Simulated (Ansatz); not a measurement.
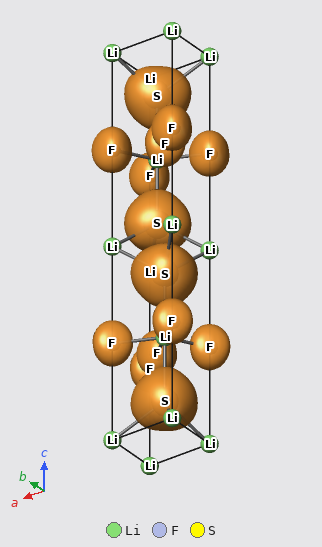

The picture shows: LiSF. Isosurface of the electron localisation function at 0.7 (orange), seen at an oblique angle. Core shells are left out. Sticks mark near contacts.

Space group P6₃/mmc; built by placing these elements on a known structure type; not relaxed (largest force 1.2 eV/Å).

Level of theory: DFT, PAW plane waves, PBE (Ansatz 0.2.0).

```cif
data_structure
_symmetry_space_group_name_H-M 'P 1'
_symmetry_Int_Tables_number 1
_cell_length_a 3.6892
_cell_length_b 3.6892
_cell_length_c 15.1800
_cell_angle_alpha 90.000
_cell_angle_beta 90.000
_cell_angle_gamma 120.000
_cell_volume 178.92
loop_
_atom_site_label
_atom_site_type_symbol
_atom_site_fract_x
_atom_site_fract_y
_atom_site_fract_z
_atom_site_occupancy
Li1 Li 0.33333 0.66667 0.25000 1
Li2 Li 0.66667 0.33333 0.75000 1
F1 F 0.33333 0.66667 0.75000 1
F2 F 0.66667 0.33333 0.25000 1
S1 S 0.33333 0.66667 0.08523 1
S2 S 0.66667 0.33333 0.58523 1
S3 S 0.33333 0.66667 0.41477 1
S4 S 0.66667 0.33333 0.91477 1
F3 F 0.00000 0.00000 0.25000 1
F4 F 0.00000 0.00000 0.75000 1
Li3 Li 0.00000 0.00000 0.00000 1
Li4 Li 0.00000 0.00000 0.50000 1
```

Where are the electrons localised?

The surface consists of four regions wrapped around F (the valence shell of each) and four regions wrapped around S (the valence shell of each), counted in one cell of 12 atoms. Regions shared between cells count once.

Values along the shortest contacts:
Li–F (2.13 Å): the ELF is about 0.25 at the midpoint; no shared electron pair shows on this line. Li–S (2.49 Å): the ELF peaks at about 0.90 in the valence shell of S, 0.9 Å from its nucleus, and is about 0.75 at the midpoint.
